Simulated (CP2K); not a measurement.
Aminoacetonitrile has these distinct N atoms: N1 (bonded to C) and N4 (bonded to C and 2 H).

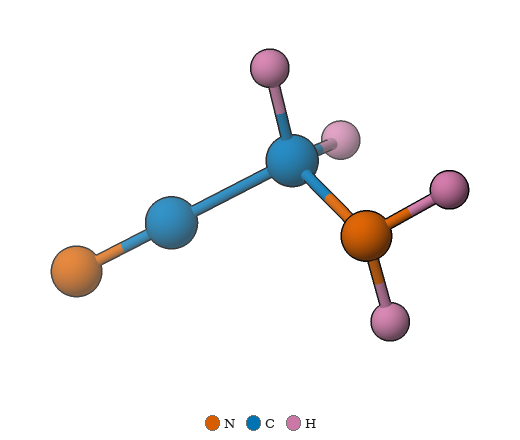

The molecule (nitrogen orange, carbon blue, hydrogen pink).

```xyz
8

N     2.4380   -0.7003   -0.0578
C     1.3867   -0.2014   -0.0223
C     0.0724    0.4431    0.0750
N    -1.0005   -0.4401   -0.4085
H     0.0946    1.3440   -0.5570
H    -0.0375    0.7904    1.1211
H    -1.0567   -1.2778    0.1739
H    -1.8970    0.0420   -0.3244
```

Their partial N K spectra (CP2K XAS_TDP, all-electron GAPW, PBEh(45%), aug-cc-pVDZ, TDA, GW2X-corrected core level, no relativity) are given in random order, each times the number of alike atoms.

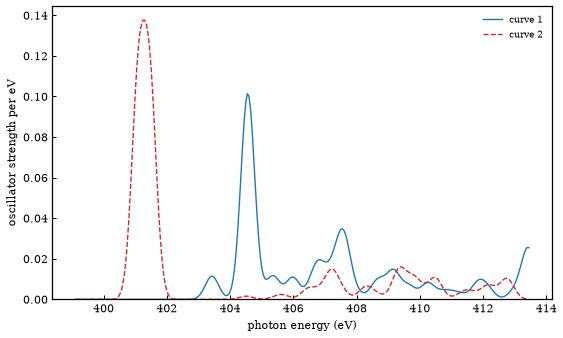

Gaussian full width 0.5 eV, oscillator strength per eV, alike atoms added, rows of zeros left out.

Q: Which curve belongs to which atom?

Curve 1: N4 (bonded to C and 2 H), leading line at 404.52 eV (f = 0.027 an atom), ionisation energy 406.65 eV, term value 2.13 eV. Curve 2: N1 (bonded to C), leading line at 401.10 eV (f = 0.054 an atom), ionisation energy 406.30 eV, term value 5.20 eV. The leading line of an atom is its first one with 35 % of the strongest within 2.5 eV of its lowest line over the strength cut. A line lies at the core ionisation energy, which rises as an atom loses charge to its neighbours or to a π system, less the term value, which is large for a low π* or σ* orbital with weight on that atom.

[Banner, clock and machine lines of the logs are left out without a mark of their own.]

[Logs are printed without paths, hosts, clocks, repeated set-up lines and the standing remarks that a program may print on its own settings, such as how far it seeks lower states.]

[Hosts, paths, dates, database ids (printed as entryN), source tags and the programs' standing remarks are cut or masked in the printed files.]
